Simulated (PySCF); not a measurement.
**B₂H₃OF: one change and its effect**

System: B₂H₃OF, SMILES BOBF.
Method of run 1: GIAO PBE0/pcSseg-2 NMR shielding, non-relativistic, gas phase (PySCF 2.14.0).

The geometry comes from this level: PBE0-D3(BJ)/def2-SVP. Text and figures count atoms from 1; the logs count them from 0 in places.

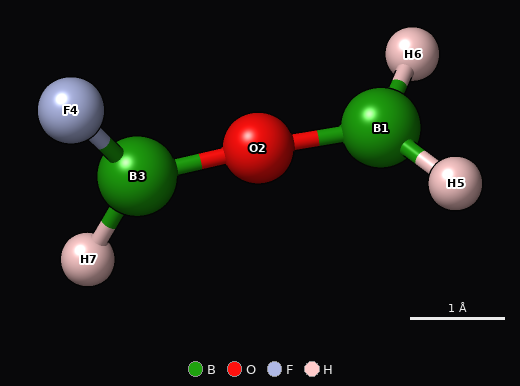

Figure 1. The structure as given in the input (ball-and-stick view, seen at a tilt; atoms are numbered from 1 in the order of the input).

Input, run 1:
```
{"job": {"kind": "nmr", "xc": "PBE0", "basis": "pcSseg-2", "pop": false}, "charge": 0, "multiplicity": 1}
B     -1.243879    -0.519142    -0.036612
O      0.002856    -0.036183     0.008161
B      1.224340     0.500195    -0.008412
F      1.917058     0.546169     1.118433
H     -2.165943     0.236089     0.169253
H     -1.401047    -1.693517    -0.279275
H      1.702078     0.935705    -1.024061
```

The first line tells a small driver script what to run in PySCF; the rest is the geometry in Å.

Command:
```bash
OMP_NUM_THREADS=1 python <driver script> task.json out
```

Hardware: 1 CPU thread, shared host.

Output (run 1):
```
coarse grid: 6208 points
cycle   1  E = -226.4525170882  dE =  3.447e-01  |g| = 7.159e-01  |ddm| = 1.723e+00
cycle   2  E = -226.3260626991  dE =  1.265e-01  |g| = 1.122e+00  |ddm| = 7.573e-01
cycle   3  E = -226.5351082059  dE = -2.090e-01  |g| = 7.831e-02  |ddm| = 4.869e-01
cycle   4  E = -226.5357918234  dE = -6.836e-04  |g| = 5.459e-02  |ddm| = 5.139e-02
cycle   5  E = -226.5362303825  dE = -4.386e-04  |g| = 4.079e-03  |ddm| = 1.981e-02
cycle   6  E = -226.5362335098  dE = -3.127e-06  |g| = 1.467e-03  |ddm| = 4.696e-03
final grid: 61344 points
cycle   7  E = -226.5372032591  dE = -1.030e-04  |g| = 6.732e-03  |ddm| = 4.963e-02
cycle   8  E = -226.5371936237  dE =  9.635e-06  |g| = 1.023e-02  |ddm| = 6.794e-03
cycle   9  E = -226.5372102486  dE = -1.662e-05  |g| = 8.032e-04  |ddm| = 3.849e-03
cycle  10  E = -226.5372103864  dE = -1.378e-07  |g| = 1.552e-04  |ddm| = 9.169e-04
cycle  11  E = -226.5372103910  dE = -4.624e-09  |g| = 5.357e-05  |ddm| = 1.480e-04
cycle  12  E = -226.5372103916  dE = -5.812e-10  |g| = 1.373e-05  |ddm| = 4.964e-05
converged SCF energy = -226.5372103916

GIAO shielding tensors (ppm)
atom      isotropic    diamagn.    paramagn.     s11        s22        s33       span
  0 B       53.488     193.684    -140.196     -1.224     57.498    104.189    105.413
  1 O       49.315     405.802    -356.487    -41.065     22.681    166.330    207.395
  2 B       78.635     193.391    -114.756     67.963     75.250     92.693     24.729
  3 F      250.476     468.650    -218.175     93.868    278.929    378.629    284.761
  4 H       25.830      28.779      -2.949     25.308     25.900     26.282      0.974
  5 H       25.832      28.734      -2.903     25.326     25.937     26.232      0.907
  6 H       26.579      27.981      -1.401     24.191     26.159     29.388      5.197
```

Run 2 used a changed input.

The two runs side by side:

```csv
quantity,run 1,run 2
outcome,converged,converged
total energy (hartree),−226.537210,−226.715721
HOMO (eV),−8.92,−8.67
LUMO (eV),−1.01,−0.99
dipole moment (D),0.97,0.96
shielding of B1 (ppm),53.5,57.1
shielding of O2 (ppm),49.3,61.2
shielding of B3 (ppm),78.6,80.6
shielding of F4 (ppm),250.5,256.7
shielding of H5 (ppm),25.8,26.1
shielding of H6 (ppm),25.8,26.1
shielding of H7 (ppm),26.6,26.8
SCF iterations,12,13
basis functions,186,186
wall time (shared host),21 s,11 s
```

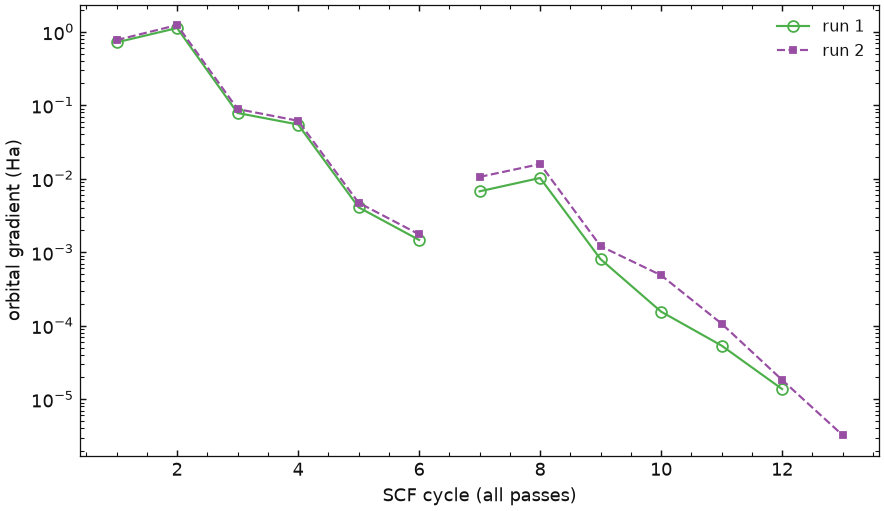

Figure 2. Convergence of the two runs: orbital gradient against the SCF cycle. A break in a curve parts two SCF passes (coarse and final grid). Run 1 takes 12 cycles in all, and run 2 takes 13.

Which change of the input explains these differences?

The change (lines with − go, lines with + come):
```diff
-"xc": "PBE0"
+"xc": "B97-2"
```

The total energies belong to different methods, so their difference says nothing on which is more stable or more accurate. The HOMO goes from −8.92 to −8.67 eV. Of all shieldings, the largest change is that of O2, by +11.9 ppm. The functional changes from PBE0 to B97-2. The SCF takes 13 iterations against 12.

Output (run 2):
```
coarse grid: 6208 points
cycle   1  E = -226.6199146399  dE =  3.419e-01  |g| = 7.693e-01  |ddm| = 1.696e+00
cycle   2  E = -226.4585774814  dE =  1.613e-01  |g| = 1.231e+00  |ddm| = 8.265e-01
cycle   3  E = -226.7139603231  dE = -2.554e-01  |g| = 8.860e-02  |ddm| = 5.477e-01
cycle   4  E = -226.7148822018  dE = -9.219e-04  |g| = 6.135e-02  |ddm| = 5.821e-02
cycle   5  E = -226.7154410031  dE = -5.588e-04  |g| = 4.710e-03  |ddm| = 2.303e-02
cycle   6  E = -226.7154451512  dE = -4.148e-06  |g| = 1.749e-03  |ddm| = 5.382e-03
final grid: 61344 points
cycle   7  E = -226.7157057964  dE = -1.236e-04  |g| = 1.058e-02  |ddm| = 4.821e-02
cycle   8  E = -226.7156851335  dE =  2.066e-05  |g| = 1.581e-02  |ddm| = 9.873e-03
cycle   9  E = -226.7157211211  dE = -3.599e-05  |g| = 1.207e-03  |ddm| = 5.739e-03
cycle  10  E = -226.7157213816  dE = -2.604e-07  |g| = 4.856e-04  |ddm| = 1.030e-03
cycle  11  E = -226.7157214183  dE = -3.671e-08  |g| = 1.066e-04  |ddm| = 2.427e-04
cycle  12  E = -226.7157214204  dE = -2.082e-09  |g| = 1.828e-05  |ddm| = 9.242e-05
cycle  13  E = -226.7157214204  dE = -7.935e-11  |g| = 3.241e-06  |ddm| = 2.011e-05
converged SCF energy = -226.7157214204

GIAO shielding tensors (ppm)
atom      isotropic    diamagn.    paramagn.     s11        s22        s33       span
  0 B       57.051     193.924    -136.873      6.360     60.576    104.218     97.858
  1 O       61.191     406.510    -345.320    -23.587     33.929    173.229    196.816
  2 B       80.642     193.638    -112.996     71.283     77.646     92.997     21.714
  3 F      256.717     468.905    -212.188    104.205    285.857    380.089    275.884
  4 H       26.067      28.898      -2.831     25.489     26.111     26.601      1.112
  5 H       26.069      28.851      -2.782     25.507     26.139     26.561      1.055
  6 H       26.784      28.093      -1.309     24.379     26.344     29.628      5.249
```
